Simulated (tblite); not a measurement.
# C₄H₉GeO: geometry relaxation (part 3 of 3)

C₄H₉GeO, multiplicity 2; GFN2-xTB geometry optimisation, gas phase (tblite 0.8.0). It belongs to a series of runs on one base structure; here: H removed from Ge.

Geometry of the input (Å):
```
C  -1.9668  -1.4436  -0.2690
C  -1.1873  -0.3776  -0.4802
C  -1.7263  1.0096  -0.4214
Ge 0.6665  -0.7436  -0.8241
O  1.6399  0.7415  -0.9472
C  2.6493  0.6175  0.0142
H  -3.0192  -1.3794  -0.0703
H  -1.5317  -2.4477  -0.3042
H  -2.5307  1.1108  0.3204
H  -2.0659  1.2691  -1.4331
H  -0.9031  1.6647  -0.1175
H  1.2410  -1.7548  0.1903
H  2.5672  -0.3845  0.5316
H  3.6775  0.6665  -0.4451
H  2.4853  1.4594  0.7281
```

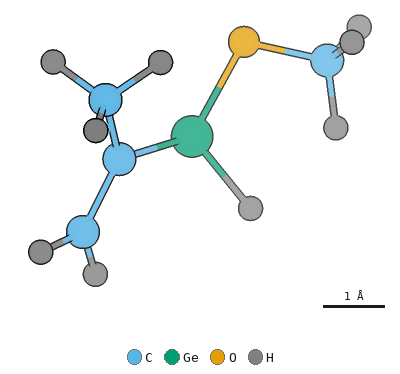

**Figure 1.** The structure as given in the input (ball-and-stick view, seen at a tilt). Sticks mark near contacts.

Key numbers:

| quantity | value |
| --- | --- |
| outcome | converged |
| total energy | −519.3565 eV |
| wall time | 0.56 s |
| peak memory | 0.18 GiB |
